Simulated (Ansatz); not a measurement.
# Mo2N monolayer: phonons and vibrational spectra

Wanted: vibrations and spectra of Mo2N monolayer; the cell is already relaxed. After the zone centre comes a 6×6×1 q mesh on a 18×18×1 k mesh.

Calculated with Ansatz 0.2.0; DFT LDA, scalar-relativistic, plane waves, PAW.

### 1. Starting point

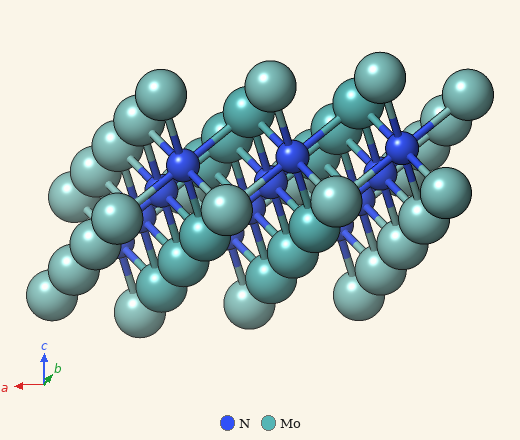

The starting structure, seen from a free direction (nitrogen blue, molybdenum teal). 2×3×1 cells are drawn. Some periodic images of atoms are drawn too.

The cell holds 3 atoms: 1 N and 2 Mo. Cell: a = 2.758 Å, b = 2.758 Å, c = 28.600 Å, α = 90.0°, β = 90.0°, γ = 120.0°. Vacuum lies along c.

As a file:

```
N Mo
1.0
     2.75785    0.00000    0.00000
    -1.37892    2.38837    0.00000
     0.00000    0.00000   28.60000
N Mo
1 2
Direct
  0.00000 0.00000 0.34965
  0.33333 0.66667 0.39760
  0.66667 0.33333 0.30171
```

### 2. Modes at Γ

The cell comes from relaxations at this level that are not shown. The zone centre comes first: it holds the modes that light can see, as far as symmetry allows. No field response is asked, since the mesh shows no gap.

input.yaml

```yaml
crystal:
  lattice:
    - [2.757847435, 0.0, 0.0]
    - [-1.3789237175, 2.3883659385, 0.0]
    - [0.0, 0.0, 28.6]
  atoms:
    - { symbol: "N", position: [0.0, 0.0, 0.3496503497] }
    - { symbol: Mo, position: [0.3333333333, 0.6666666667, 0.3975955887] }
    - { symbol: Mo, position: [0.6666666667, 0.3333333333, 0.3017051106] }
  periodic: [true, true, false]
kpoints:
  mp_grid: { grid: [18, 18, 1] }
hamiltonian:
  xc: lda
scf:
  occupations: { method: methfessel_paxton, width: 0.15 }
output:
  eigenvalues: true
phonons:
  method: dfpt
```

Command:

```console
ansatz run input.yaml --threads 8 --pin off --max-ram 14336MiB --backend cpu --events-out ev --progress --plain --runs-dir out
```

Numbers of over 12 decimals in the logs are rounded to 6 here.

The log of the run:

```text
Warning: crystal.symmetry: narrowed to the stabiliser of the run's FFT grids — unitary ops 12 → 6. A phonons.method: dfpt run fills in the rows of the dynamical matrix that it does not solve by its symmetry operations, which is exact only for operations that map its FFT grids onto themselves: filled in by any other, the frequencies could depend on the order in which like atoms are typed, or, by more than the grids' own error, on where the crystal sits among the grids' points. Excluded: 6 operations. The run can therefore solve more perturbations, solve them on more k-points, or both, and cost more. [rest of the remark cut]
Engine: ansatz 0.2.0, aarch64-unknown-linux-gnu
Pseudopotentials: kind: paw
Pseudopotential: N, paw, valence charge 5, recommended cutoff 420 eV (normal), N.paw.azcp
Pseudopotential: Mo, paw, valence charge 14, recommended cutoff 420 eV (normal), Mo.paw.azcp
Functional definition: SPW92
  exchange = slater_x
  correlation = pw_c
Crystal: 3 atoms, lattice volume = 188.381 Å³
Basis set: ecut = 420 eV, 3677 PW (Γ), exchange–correlation on 40×40×384 points (8 copies of the dense FFT grid, shifted against one another)
Bands: 21, of which v1, the nominal top of the filled ones, is band 17 counted from 1 (16 counted from 0)
Symmetry: 12 space group operations
k-points: 91 of 324 (irreducible under 2 space group operations, time reversal used)
Non-local potential: N, projectors of the file, l = 0: 2, l = 1: 2, l = 2: 1
Non-local potential: Mo, projectors of the file, l = 0: 3, l = 1: 2, l = 2: 2, l = 3: 1
PAW form: soft (Blöchl's): semilocal exchange-correlation on the pseudo side does not see the compensation charge
PAW frozen core: N, regenerated for the run's functional, and the local potential with it (the file was generated under x = pbe(κ = 0.804, μ = 0.219515), c = pbe(β = 0.066725))
PAW frozen core: Mo, regenerated for the run's functional, and the local potential with it (the file was generated under x = pbe(κ = 0.804, μ = 0.219515), c = pbe(β = 0.066725))
PAW one-centre angular grid: N, 110 points (default); XC on 64 Gauss nodes
PAW one-centre angular grid: Mo, 590 points (default); XC on 64 Gauss nodes
Initial density: superposition of atomic densities (neutral atoms: chi_scale 0, normalization atom), corrected by the library's trained network
Initial wavefunctions: pseudopotential atomic-orbital guess
Functional: x = slater, c = lda
SCF iter   1: F=—  HF=-10057.593510 eV  |F-HF|=—  |Δ(HF+E_count)|=         —  Δρ=8.54e-3  dr2=1.56e-1  ethr=1.77e-3  ⟨swp⟩=12.4  Hψ=15509  notcnv=0
preconditioner: auto → LDOS  [metal: Δε(μ)=0.063 eV  Ē_g=6.817 eV  σ=0.150 eV  W_gap=0.35  n_scr=18 (ndim 8)  ℏωp=11.2 eV  f_vac=0.745  D(μ)=2.60/eV (n_scr^D=14)  β→1.0]
SCF iter   2: F=—  HF=-10057.570561 eV  |F-HF|=—  |Δ(HF+E_count)|=   2.29e-2  S|Δr|=    0.00e0  Δρ=4.16e-3  dr2=2.16e-2  ethr=4.73e-4  ⟨swp⟩=3.4  Hψ=5022  notcnv=0  defer=4
SCF iter   3: F=—  HF=-10057.564440 eV  |F-HF|=—  |Δ(HF+E_count)|=   6.12e-3  S|Δr|=    0.00e0  Δρ=6.83e-4  dr2=1.15e-3  ethr=6.56e-5  ⟨swp⟩=3.7  Hψ=4241  notcnv=0  defer=4
SCF iter   4: F=—  HF=-10057.564255 eV  |F-HF|=—  |Δ(HF+E_count)|=   1.85e-4  S|Δr|=    0.00e0  Δρ=2.14e-4  dr2=3.32e-4  ethr=3.48e-6  ⟨swp⟩=3.3  Hψ=4284  notcnv=0  defer=4
SCF iter   5: F=—  HF=-10057.564210 eV  |F-HF|=—  |Δ(HF+E_count)|=   4.54e-5  S|Δr|=    0.00e0  Δρ=5.78e-5  dr2=1.32e-5  ethr=1.01e-6  ⟨swp⟩=3.9  Hψ=3979  notcnv=0  defer=4
SCF iter   6: F=—  HF=-10057.564207 eV  |F-HF|=—  |Δ(HF+E_count)|=   3.11e-6  S|Δr|=    0.00e0  Δρ=1.76e-5  dr2=1.15e-6  ethr=3.99e-8  ⟨swp⟩=3.9  Hψ=4489  notcnv=0  defer=4
SCF iter   7: F=—  HF=-10057.564359 eV  |F-HF|=—  |Δ(HF+E_count)|=   1.52e-4  S|Δr|=    0.00e0  Δρ=5.41e-6  dr2=5.23e-8  ethr=3.47e-9  ⟨swp⟩=3.7  Hψ=4306  notcnv=0  defer=4
SCF iter   8: F=—  HF=-10057.564359 eV  |F-HF|=—  |Δ(HF+E_count)|=   4.42e-8  S|Δr|=    0.00e0  Δρ=9.39e-7  dr2=1.29e-9  ethr=1.59e-10  ⟨swp⟩=3.8  Hψ=4508  notcnv=0  defer=4
SCF iter   9: F=—  HF=-10057.564359 eV  |F-HF|=—  |Δ(HF+E_count)|=   1.36e-8  S|Δr|=    0.00e0  Δρ=2.02e-7  dr2=7.23e-11  ethr=3.92e-12  ⟨swp⟩=4.1  Hψ=4770  notcnv=0  defer=4
SCF iter  10: F=-10057.564359 eV  HF=-10057.564359 eV  |F-HF|=2.73e-11  |Δ(HF+E_count)|=  3.33e-10  S|Δr|=    0.00e0  Δρ=5.79e-8  dr2=4.47e-12  ethr=1.00e-12  ⟨swp⟩=16.4  Hψ=16995  notcnv=0
SCF 1 converged in 10 iterations: F = -10057.564359 eV  dr2 = 4.47e-12
  greatest PAW one-centre occupation: 0.999 electrons in one spin orbital (limit 2), on the Mo atom at site 2 (counted from 0), in its partial waves of l = 0
DFPT response loops at Γ: preconditioner auto → none (partly filled bands, converged f_vac=0.742); β = 0.50; Broyden in place of MSR1
SCF converged after 10 iterations
Stability not checked: this state was not tested for a lower state beside it, because cold or Methfessel-Paxton smearing, or corrected tetrahedra, fill the levels in a way that the test cannot read (fill_not_monotonic; see scf.lower_state_search)
Free energy (F): -10057.564359 eV
Harris-Foulkes:  -10057.564359 eV  (|F-HF|=2.73e-11)
Internal energy: -10057.563677 eV  (E = F + TS)
E sigma→0 (E₀):  -10057.564189 eV
Entropy (-TS):   -0.000683 eV (-0.228 meV/atom)
Fermi energy:    -5.366019 eV
--- Per-component energies (eV) ---
  E_band       = -938.854352
  E_kinetic    = 1016.621290
  E_local      = -85568.259787  (includes V_loc(G=0)·N_el)
  E_nonlocal   = 343.849753
  E_hartree    = 42058.078935
  E_xc         = -423.255276
  E_vxc        = -531.957304  (∫ρ·V_xc dr)
  E_paw        = -6297.282828  (= ΣΔE_a)
  E_vpaw       = -315.266589  (= ΣTr[D̂ρ^β])
  E_aug_tail   = 0.000189  (compensation charges beyond the density's cutoff)
  E_ewald      = 38811.658371
  E_core_change = 1.025676  (= ΣΔE_core)
  E_smearing   = -0.000683  (= −TS)
  E_closure    = 0.000000  (closes the sum)
  Σ components = -10057.564359   (vs F -10057.564359, Δ=0.00e0)
--- Band table (eV; the first three rows and the last of 91) ---
  k-point 0: bands = [... 13 lower, -6.6899, -6.6899, -6.4672, -6.3908, -5.7839, -4.9249, -4.9249, -4.4290]
  k-point 1: bands = [... 13 lower, -6.9818, -6.5822, -6.4103, -6.3947, -5.8468, -5.0400, -5.0208, -4.3021]
  k-point 2: bands = [... 13 lower, -7.4760, -6.6668, -6.3309, -6.2640, -5.7642, -5.1149, -5.1144, -4.1089]
  k-point 90: bands = [... 13 lower, -7.3480, -6.9510, -6.5795, -5.3088, -4.0877, -3.6892, -2.4845, -2.2970]
--- Phonons (Γ-DFPT): 6 representative perturbations + reference, on 91 of 324 k-points (Σ response iterations 34) ---
  ASR residual: 3.114e-5 → 0.000e0 eV/Å²; symmetrization residual: 9.110e-6 eV/Å²
  The last average, over the group as it would stand without the narrowing to the FFT grids, took up to 5.276e-7 eV/Å² of the zone centre's force constants
  ASR residual per site (eV/Å²): 3.11e-5 5.85e-6 6.91e-6
  Γ frequencies (cm⁻¹): 0.00 0.00 0.00 133.64 133.64 191.05 289.79 289.79 638.78
  non-analytic LO–TO correction: not included (Born effective charges unavailable; polar crystals: no LO–TO splitting at Γ)
```

It took 41 s on 8 threads of Arm Neoverse V2, shared host; peak memory 1.3 GiB; 4.9 min of CPU time.

In the SCF lines HF is the Harris–Foulkes energy and dr2 the Hartree energy of the density residual, in eV; the loop may stop once dr2 is under the threshold and the program's other checks hold. Hψ counts applications of the Hamiltonian.

Numbers from this step:

| Property | Result |
| --- | --- |
| gap on the k-mesh | 0 eV |
| sum-rule residual before enforcement | 3.11e-5 eV/Å² |
| point group | -3m |
| area per atom | 2.196 Å² |
| highest optical mode at the zone centre (no LO-TO term) | 638.8 cm⁻¹ |
| lowest optical zone-centre mode | 133.6 cm⁻¹ |

Patterns of degenerate modes are one choice out of their space. The modes at Γ (shares of kinetic energy by element, %):

| mode | frequency (cm⁻¹) | symmetry | N % | Mo % |
| --- | --- | --- | --- | --- |
| 1 | 0.0 | acoustic | 7 | 93 |
| 2 | 0.0 | acoustic | 7 | 93 |
| 3 | 0.0 | acoustic | 7 | 93 |
| 4 | 133.6 | Eg | 0 | 100 |
| 5 | 133.6 | Eg | 0 | 100 |
| 6 | 191.1 | A1g | 0 | 100 |
| 7 | 289.8 | Eu | 93 | 7 |
| 8 | 289.8 | Eu | 93 | 7 |
| 9 | 638.8 | A2u | 93 | 7 |

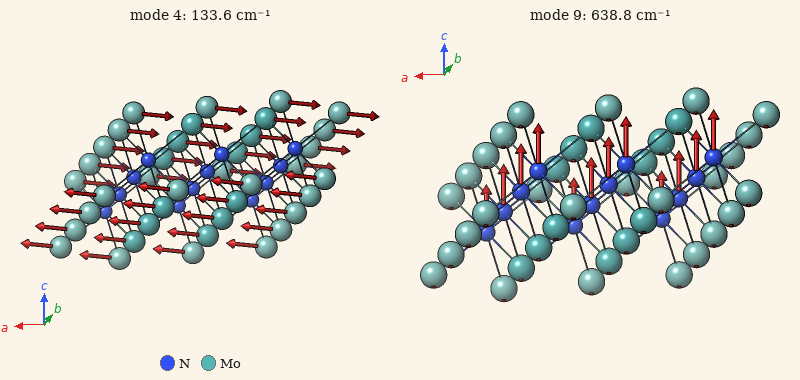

Displacement patterns of modes 4 and 9 at Γ; arrows are exaggerated. 2×3×1 cells are drawn. Some periodic images of atoms are drawn too.

Before it was imposed, the acoustic sum rule was missed by 3.1e-5 eV/Å². Small misses are needed for a sound result but don't prove that mesh and cutoff are converged. The lowest optical mode is real, 134 cm⁻¹.

### 3. Phonons on a q mesh

Stability and thermal properties need the whole zone. Linear response on a 6×6×1 q mesh gives force constants as far as a supercell of that size would.

input.yaml, as its differences from that of step 2:

```diff
@@ -20 +20,10 @@
   method: dfpt
+  qmesh: [6, 6, 1]
+  temperatures: { t_max: 1000, t_step: 50 }
+  qpath:
+    path:
+      - [0.0, 0.0, 0.0]
+      - [0.5, 0.0, 0.0]
+      - [0.33333333, 0.33333333, 0.0]
+      - [0.0, 0.0, 0.0]
+    npoints: 10
```

The log of the run:

```text
[...]
Crystal: 3 atoms, lattice volume = 188.381 Å³
Basis set: ecut = 420 eV, 3677 PW (Γ), exchange–correlation on 40×40×384 points (8 copies of the dense FFT grid, shifted against one another)
Bands: 21, of which v1, the nominal top of the filled ones, is band 17 counted from 1 (16 counted from 0)
Symmetry: 12 space group operations
k-points: 37 of 324 (irreducible under 6 space group operations, time reversal used)
[...]
SCF iter   1: F=—  HF=-10057.593403 eV  |F-HF|=—  |Δ(HF+E_count)|=         —  Δρ=8.54e-3  dr2=1.56e-1  ethr=1.77e-3  ⟨swp⟩=12.5  Hψ=6293  notcnv=0
[...]
SCF iter  10: F=-10057.564359 eV  HF=-10057.564359 eV  |F-HF|=5.82e-11  |Δ(HF+E_count)|=  5.73e-10  S|Δr|=    0.00e0  Δρ=5.83e-8  dr2=8.39e-12  ethr=1.00e-12  ⟨swp⟩=15.2  Hψ=7736  notcnv=0
SCF 1 converged in 10 iterations: F = -10057.564359 eV  dr2 = 8.39e-12
[...]
phonons: the bands overlap, so this run is a metal and interpolates without the dipole-dipole term. If the crystal is really an insulator or semiconductor, its LO-TO splitting is missing
NSCF: frozen V_eff on 37 k-points
[...]
DFPT response loops at q = (0, 0, 0) (fractional): preconditioner auto → none (partly filled bands, converged f_vac=0.742); β = 0.50; Broyden in place of MSR1
[...]
SCF converged after 10 iterations
[...]
Free energy (F): -10057.564359 eV
[...]
Internal energy: -10057.563677 eV  (E = F + TS)
E sigma→0 (E₀):  -10057.564189 eV
Entropy (-TS):   -0.000683 eV (-0.228 meV/atom)
Fermi energy:    -5.366017 eV
[...]
--- Band table (eV; the first three rows and the last of 37) ---
  k-point 0: bands = [... 13 lower, -6.6899, -6.6899, -6.4672, -6.3908, -5.7839, -4.9249, -4.9249, -4.4290]
  k-point 1: bands = [... 13 lower, -6.9818, -6.5822, -6.4103, -6.3947, -5.8468, -5.0400, -5.0208, -4.3021]
  k-point 2: bands = [... 13 lower, -7.4760, -6.6668, -6.3309, -6.2640, -5.7642, -5.1149, -5.1144, -4.1089]
  k-point 36: bands = [... 13 lower, -7.0109, -7.0109, -6.7174, -4.5832, -4.5832, -3.4480, -3.4480, -2.3339]
--- Phonons (Γ-DFPT): 6 representative perturbations + reference (Σ response iterations 32) ---
  ASR residual: 1.187e-4 → 0.000e0 eV/Å²; symmetrization residual: 2.710e-6 eV/Å²
[...]
ASR residual per site (eV/Å²): 4.74e-5 1.19e-4 1.18e-4
  Γ frequencies (cm⁻¹): 0.00 0.00 0.00 133.64 133.64 191.05 289.79 289.79 638.77
--- Phonons (arbitrary-q DFPT): 7 irreducible q on the 6×6×1 mesh ---
  q = [0.0000, 0.0000, 0.0000] (star 1, of the zone-centre solve; hermiticity 2.77e-7, symmetrization 9.21e-14, taken by the last average 1.43e-8): -0.00 -0.00 0.00 133.64 133.64 191.05 289.79 289.79 638.77
  q = [0.0000, 0.1667, 0.0000] (star 6, 9 solved perturbations on 171 of 324 k-point pairs; hermiticity 7.51e-7, symmetrization 8.33e-11, taken by the last average 1.56e-7): 45.60 72.32 93.46 124.62 155.75 195.79 314.40 382.43 618.81
[...]
q = [0.1667, 0.1667, 0.0000] (star 6, 6 solved perturbations in 1485 linear systems a pass and spin channel, the states on 324 of 324 k-point pairs; hermiticity 4.29e-7, symmetrization 1.49e-10, taken by the last average 6.49e-8): 63.54 84.38 129.42 132.80 197.76 228.78 339.16 476.31 601.75
[...]
sum rule: each row above includes the acoustic sum rule's correction from the zone centre's row sums; it moved no ω² by more than (0.96 cm⁻¹)²
  mesh force constants: q→R imaginary residual 3.76e-18; ASR residual 1.187e-4 → 0.000e0 eV/Å²; symmetrization residual 5.329e-15 eV/Å²
  interpolated dispersion: 31 rows × 9 modes
  density of states and harmonic sums: on the 30×30×1 q-mesh, interpolated from the force constants of a 6×6×1 supercell (no non-analytic term)
  largest difference from the sums on the solved wave vectors: F 2.16e-2 eV, S 2.56e-5 and C_V 4.02e-6 eV/K
  zero-point energy: 0.146229 eV/cell   skipped modes (ω ≤ 0): 20, of them read as no rigid motion or as one in doubt: 17 (2.000e-1 modes/cell left out, lowest -38.29 cm⁻¹)   left out of the sums: 2.26e-2 of the cell's modes: C_V's classical limit lies that fraction below 3 k_B per atom; for a crystal, a wire or a layer, F and S can be off by more, and a phonons.interpolated_qmesh denser along its periods is the remedy for the sampling
```

Wall time 8.4 min (8 threads); peak memory 2.7 GiB.

Numbers from this step:

| Quantity | Value |
| --- | --- |
| sum-rule residual before enforcement | 1.19e-4 eV/Å² |
| lowest frequency on the path | -38.29 cm⁻¹ |
| highest frequency on the path or at a solved wavevector | 638.8 cm⁻¹ |
| lowest mode on the q mesh (acoustic modes at Γ apart) | -8.76 cm⁻¹ |

Frequencies (cm⁻¹) solved at each irreducible wavevector; negative means imaginary. Frequencies by wavevector, by row:

| q in reciprocal lattice units | star | mode 1 | mode 2 | mode 3 | mode 4 | mode 5 | mode 6 | mode 7 | mode 8 | mode 9 |
| --- | --- | --- | --- | --- | --- | --- | --- | --- | --- | --- |
| 0 0 0 | 1 | 0 | 0 | 0 | 133.6 | 133.6 | 191.1 | 289.8 | 289.8 | 638.8 |
| 0 0.1667 0 | 6 | 45.6 | 72.3 | 93.5 | 124.6 | 155.8 | 195.8 | 314.4 | 382.4 | 618.8 |
| 0 0.3333 0 | 6 | -8.8 | 121.9 | 155.4 | 158.8 | 193.7 | 238.3 | 352 | 528.9 | 591.8 |
| 0 -0.5 0 | 3 | 66.6 | 146.9 | 173 | 205 | 206.1 | 256.7 | 381.6 | 525.4 | 614.5 |
| 0.1667 0.1667 0 | 6 | 63.5 | 84.4 | 129.4 | 132.8 | 197.8 | 228.8 | 339.2 | 476.3 | 601.8 |
| 0.1667 0.3333 0 | 12 | 32.2 | 136.8 | 180.3 | 188.5 | 219.2 | 250 | 413.3 | 535 | 588.4 |
| 0.3333 0.3333 0 | 2 | 109 | 109 | 199.7 | 204.9 | 204.9 | 260.4 | 521.9 | 521.9 | 560 |

Interpolated from a 6×6×1 q mesh. The phonon branches at the labelled points (cm⁻¹):

| point | branch 1 | branch 2 | branch 3 | branch 4 | branch 5 | branch 6 | branch 7 | branch 8 | branch 9 |
| --- | --- | --- | --- | --- | --- | --- | --- | --- | --- |
| Γ | 0 | 0 | 0 | 134 | 134 | 191 | 290 | 290 | 639 |
| M | 67 | 147 | 173 | 205 | 206 | 257 | 382 | 525 | 614 |
| K | 109 | 109 | 200 | 205 | 205 | 260 | 522 | 522 | 560 |
| Γ | 0 | 0 | 0 | 134 | 134 | 191 | 290 | 290 | 639 |

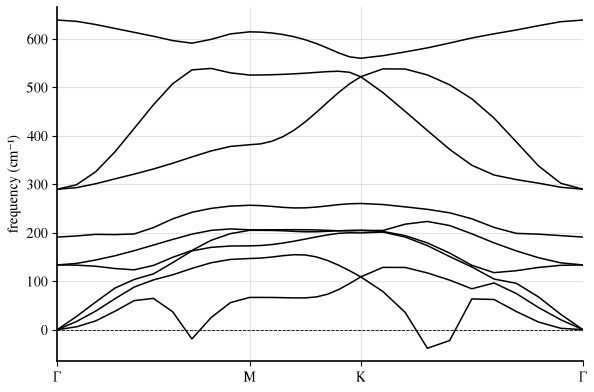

Phonon branches along the path.

The phonon density of states has structure finer than the step of the table below, so its rows give means over 50 cm⁻¹, whole bins alone (the curve runs from -35 to 645 cm⁻¹). Peaks (cm⁻¹: height): 65.0: 0.0253, 125.0: 0.0362, 205.0: 0.0516, 255.0: 0.0343, 385.0: 0.0109, 535.0: 0.0394, 595.0: 0.0290.

Tetrahedra on a 30×30×1 mesh, mean over bins of 10 cm-1. Interpolated from a 6×6×1 q mesh. Phonon density of states against wavenumber; means over each step:

| wavenumber (cm⁻¹) | phonon density of states (1/cm⁻¹/cell) |
| --- | --- |
| 0 | 0.00620 |
| 50 | 0.0151 |
| 100 | 0.0165 |
| 150 | 0.0293 |
| 200 | 0.0369 |
| 250 | 0.0147 |
| 300 | 0.00472 |
| 350 | 0.00788 |
| 400 | 0.00743 |
| 450 | 0.00451 |
| 500 | 0.00585 |
| 550 | 0.0110 |
| 600 | 0.0173 |

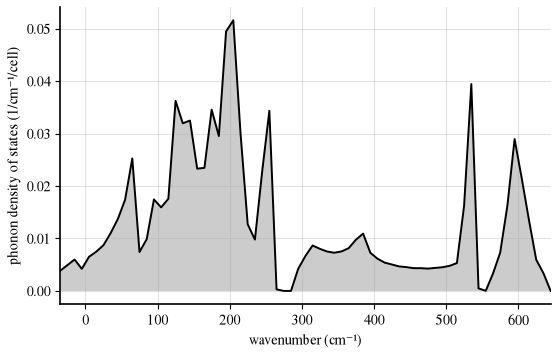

Phonon density of states, plotted against wavenumber.

(Part 1 of 2 ends here.)

[Logs are printed without paths, hosts, clocks, repeated set-up lines and the standing remarks that a program may print on its own settings, such as how far it seeks lower states.]

[Hosts, paths, dates, database ids (printed as entryN), source tags and the programs' standing remarks are cut or masked in the printed files.]
